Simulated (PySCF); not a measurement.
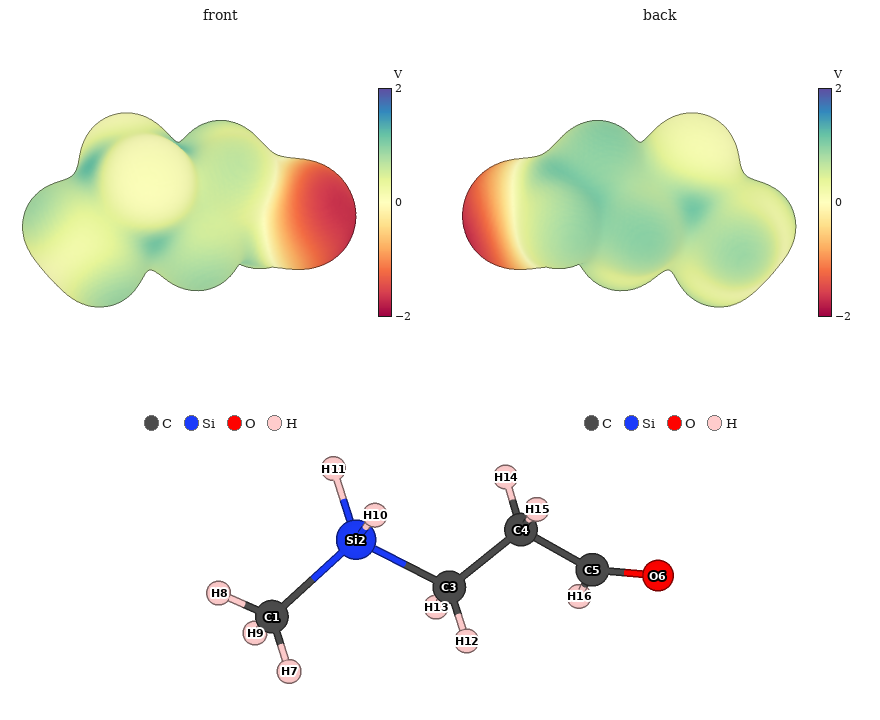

Figure. C₄H₁₀OSi (SMILES C[SiH2]CCC=O). The electrostatic potential painted on the density surface at 0.002 e/bohr³, seen from the front and from behind; red is negative and blue positive. The bare structure is drawn below in the same view.

Geometry: GFN2-xTB.

All numbers below come from PBE0/pcSseg-1, SCF density, gas phase, non-relativistic (PySCF).

```xyz
16

C     2.6867    0.0066   -0.6221
Si    1.2068   -0.6506    0.3644
C    -0.3567    0.2909   -0.1928
C    -1.6133   -0.1704    0.5458
C    -2.8100    0.5950    0.0681
O    -3.5749    1.2059    0.7596
H     2.8044    1.0794   -0.4977
H     3.6085   -0.4635   -0.2948
H     2.5773   -0.1910   -1.6848
H     1.4093   -0.4383    1.8021
H     1.0125   -2.0836    0.1030
H    -0.2254    1.3615   -0.0249
H    -0.5104    0.1624   -1.2662
H    -1.7866   -1.2299    0.3411
H    -1.5034   -0.0389    1.6228
H    -2.9324    0.5736   -1.0349
```

Describe the electrostatic potential map.

The most negative region (about −1.7 V) lies over O6, the most positive (about +1.1 V) over Si2, C4 and C5. O6 is the likeliest acceptor of a hydrogen bond.
